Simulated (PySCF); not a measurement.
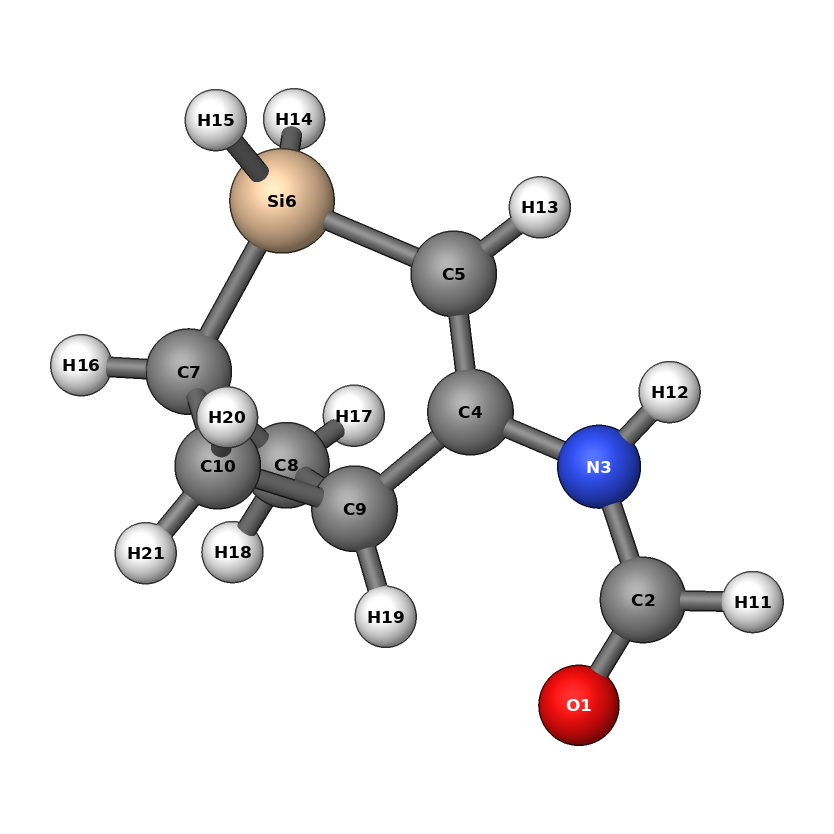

The computed structure is the end point of a GFN2-xTB optimisation. No frequency run is at hand to confirm it as a minimum. Level of theory: GIAO PBE0/pcSseg-1 NMR shielding, non-relativistic, gas phase (PySCF 2.14.0). Principal shieldings σ11 ≤ σ22 ≤ σ33, span Ω = σ33 − σ11, skew κ = 3(σiso − σ22)/Ω.

Give the shielding tensors of the N atoms.

| atom | σ11 | σ22 | σ33 | σiso | Ω | κ |
| --- | --- | --- | --- | --- | --- | --- |
| N3 | −31.0 | 120.9 | 174.1 | 88.0 | 205.1 | −0.48 |

Shieldings and span in ppm.

The geometry is semi-empirical. Around Si such bond lengths and angles can be off by a tenth of an ångström or more and by several degrees, and values that hang on the shape move with them.
